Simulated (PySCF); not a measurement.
# C3H8BFO: the cost of one run

Programs: PySCF 2.14.0, with density-fitted response routines of our own. Each step states its level of theory. These are calculated values for one molecule in the gas phase, unless marked as measured. Atoms count from 0, in the outputs and in this text.

### Step 1. The starting structure

14 atoms, charge 0, multiplicity 1; geometry from: PBE0-D3(BJ)/def2-SVP.

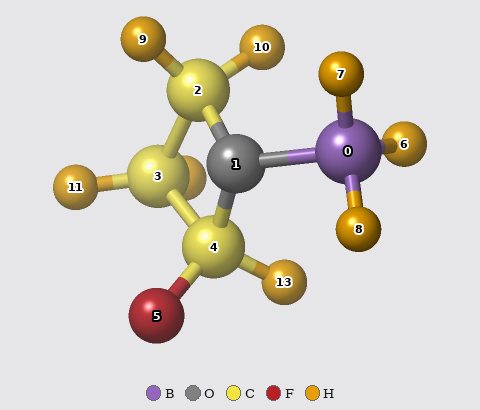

The starting geometry (boron purple, oxygen grey, carbon yellow, fluorine red, hydrogen amber), atoms numbered; sticks join atoms by distance.

### Step 2. Nuclear shieldings: HF/pcSseg-1

What the job is given:

```
{"job": {"kind": "nmr", "xc": "HF", "basis": "pcSseg-1", "pop": false}, "charge": 0, "multiplicity": 1}
B      2.581361     0.257342     0.141934
O      1.023420     0.586728     0.482353
C      0.252749     1.487783    -0.356810
C     -0.931259     0.523371    -0.306747
C      0.022166    -0.435185     0.395451
F     -0.346656    -0.841235     1.612049
H      2.543450    -0.125506    -1.025507
H      3.139137     1.328390     0.303994
H      2.863092    -0.608151     0.952059
H      0.147909     2.467888     0.125758
H      0.743793     1.583776    -1.334879
H     -1.744650     0.836692     0.360083
H     -1.332358     0.182958    -1.268468
H      0.412368    -1.292408    -0.175256
```

Level: GIAO HF/pcSseg-1 NMR shielding, non-relativistic, gas phase.

Started as:

```sh
$ OMP_NUM_THREADS=1 python probes_run.py task.json out
```

The driver reads the jobs from task.json and runs them one after another.

Q: Estimate the wall time and peak memory of this first job on 1 thread of Arm Neoverse N1, shared host.

About 8.3 s, with a peak of 0.73 GiB.
